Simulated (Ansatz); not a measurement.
# CH$_{9}$AsSi$_{2}$ (SMILES C[SiH2][SiH2][AsH2]): what the fields show

Input

```
crystal:
  periodic: [false, false, false]
  atoms:
    - { symbol: C, position_ang: [-1.3809, 0.4131, 1.4661] }
    - { symbol: Si, position_ang: [-0.6993, -0.9681, 0.4953] }
    - { symbol: Si, position_ang: [1.2368, -0.3392, -0.3719] }
    - { symbol: As, position_ang: [1.0237, 1.5058, -1.7432] }
    - { symbol: H, position_ang: [-0.7378, 0.7387, 2.2565] }
    - { symbol: H, position_ang: [-1.5782, 1.3384, 0.7739] }
    - { symbol: H, position_ang: [-2.3789, 0.1531, 1.8858] }
    - { symbol: H, position_ang: [-1.5665, -1.3227, -0.6032] }
    - { symbol: H, position_ang: [-0.4952, -2.0963, 1.4354] }
    - { symbol: H, position_ang: [2.1882, 0.0214, 0.7571] }
    - { symbol: H, position_ang: [1.8294, -1.4489, -1.1168] }
    - { symbol: H, position_ang: [1.87967, 2.38584, -0.87107] }
    - { symbol: H, position_ang: [-0.39143, 1.90428, -1.05782] }
basis:
  gaussian: { orbitals: def2-SVP }
hamiltonian:
  xc: b3lyp
  dispersion: d4
relax:
  f_tol: 0.015
  max_steps: 40
output:
  orbitals: {}
```

Launched as:

```sh
ansatz run input.yaml --threads 2 --pin off --max-ram 3072MiB --backend cpu --events-out ev --progress --plain --runs-dir out
```

The fields are those of the relaxed geometry.

All numbers below come from Ansatz, RKS B3LYP-D4/def2-SVP.

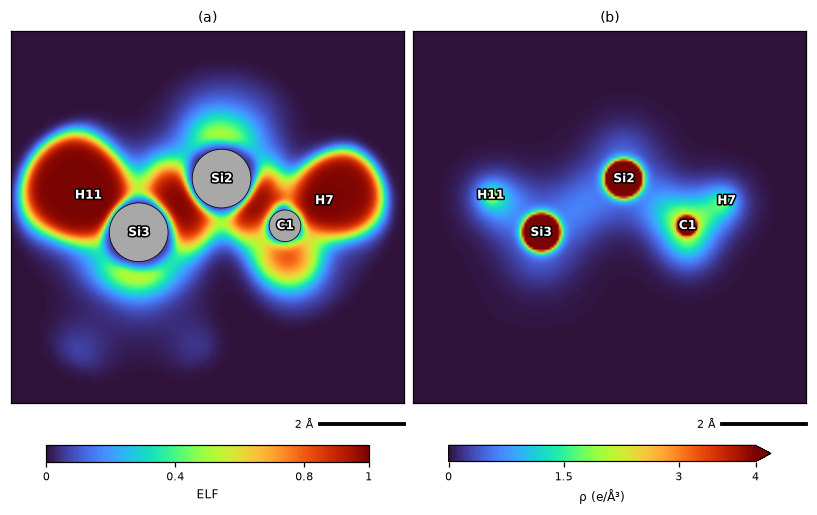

Figure 1. (a) ELF; (b) electron density on the plane of atoms Si2, Si3 and H11. Grey discs cover the atomic cores in the ELF map.

Interpret the plot.

- The section cuts through C, Si and H sites.
- C–Si (1.89 Å): ρ at the midpoint is about 0.92 e/Å³; the ELF peaks at about 0.95 between the atoms; localised, covalent bonding.
- Si–Si (2.35 Å): ρ at the midpoint is about 0.64 e/Å³; the ELF peaks at about 1 between the atoms, as expected for localised, covalent bonding.
- C–H (1.10 Å): ρ is about 1.9 e/Å³ halfway; the ELF climbs to about 1 towards the hydrogen, as it does in any bond to H: an ordinary covalent bond to hydrogen.
- Si–H (1.50 Å): ρ at the midpoint is about 0.75 e/Å³; the ELF climbs to about 1 towards the hydrogen.

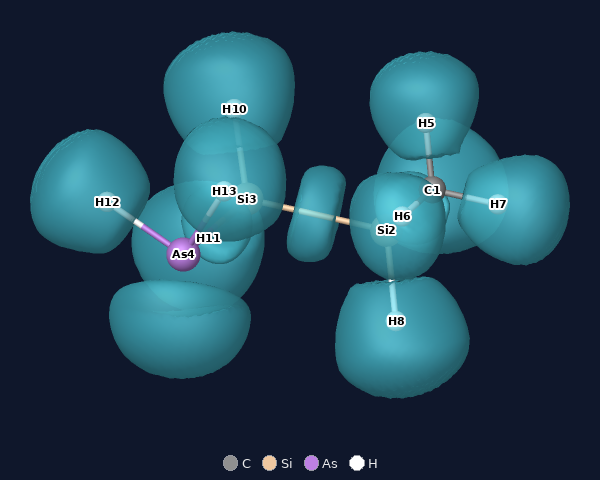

Figure 2. Isosurface of the electron localisation function at 0.8 (cyan), seen from one side. Only the valence region is drawn (cores and ρ < 0.01 e/Å³ removed).

Where are the electrons localised?

The surface consists of one region between bonded As–Si atoms (shared pairs), one region between bonded C–Si atoms (shared pairs), one region between bonded Si–Si atoms (shared pairs), nine regions around hydrogen nuclei and one lobe on As, pointing away from the bonds (lone pairs).

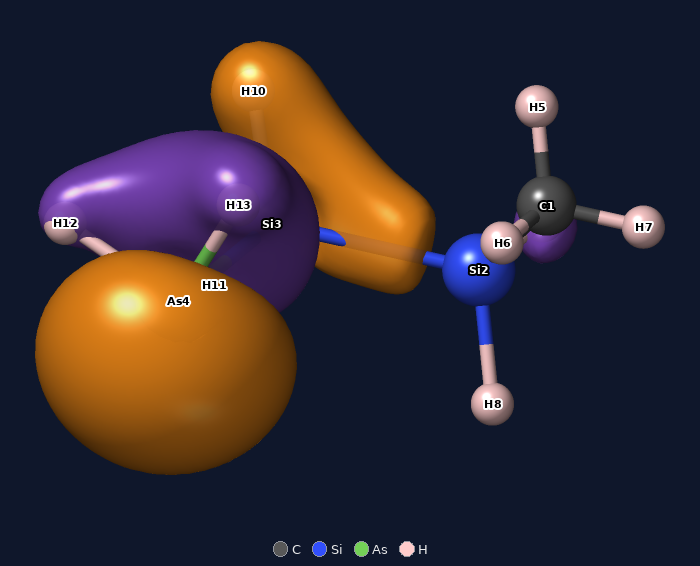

Figure 3. The HOMO at ±0.1 Å⁻³ᐟ² (orange and purple are the two phases), seen from one side.

Where does this orbital lie, and at what energy?

By Hirshfeld shares it lies mainly on As4 (about 65 %) and Si3 (about 20 %). Its energy is −7.14 eV.
